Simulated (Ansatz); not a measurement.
## Calibrating B3LYP-D4/def2-TZVPP on Al-containing radicals

The atomisation energy (no zero-point term) in kJ/mol of 6 Al-containing radicals: x at B3LYP-D4/def2-TZVPP, y at CCSD(T)/CBS estimate. Shapes, held fixed at every level: PBE0-D4/def2-TZVP. Flexible molecules stand in one conformer, not always the lowest. Programs: Ansatz 0.2.0.

```
                     molecule  x (kJ/mol)  y (kJ/mol)
       AlHF (SMILES [F][AlH])         823         832
     AlF2 (SMILES [F][Al][F])        1108        1134
                      Al(SH)2        1337        1352
                      Al(OH)2        1775        1803
                  Al(CH3)(SH)        2219           ?
CH4AlO2 (SMILES C[O][Al][OH])        2955        2971
```

Q: Fit y = c + s·x to the known rows and predict y for Al(CH3)(SH).

A: 
1. Means of the 5 rows: x = 1599.60, y = 1618.4.
2. Σ(Δx)² = 2781611, Σ(Δx·Δy) = 2784499, so the slope is 2784499/2781611 = 1.001.
3. Intercept: 1618.4 − (1.001) × 1599.60 = 17.2. The largest residual of the fit is 9.0.
4. Al(CH3)(SH): 17.2 + 1.001 × 2219 = 2238 kJ/mol.

CCSD(T)/CBS estimate gives 2221 kJ/mol, so the prediction is off by +17 kJ/mol, more than the largest residual. Uncorrected, B3LYP-D4/def2-TZVPP misses it by -2 kJ/mol, and the other rows by 19 on average. The line makes this one worse. Left out in turn, the other rows are missed by 14 kJ/mol on average, hardly better than no correction. Open shells run unrestricted. The CBS estimate extrapolates MP2 from def2-TZVPP and def2-QZVPP and adds CCSD(T) − MP2 in the triple-zeta set, cores frozen.

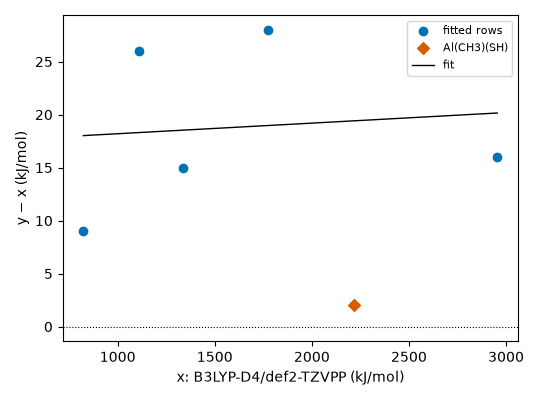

The correction y − x against x, with the fitted line and the withheld molecule.
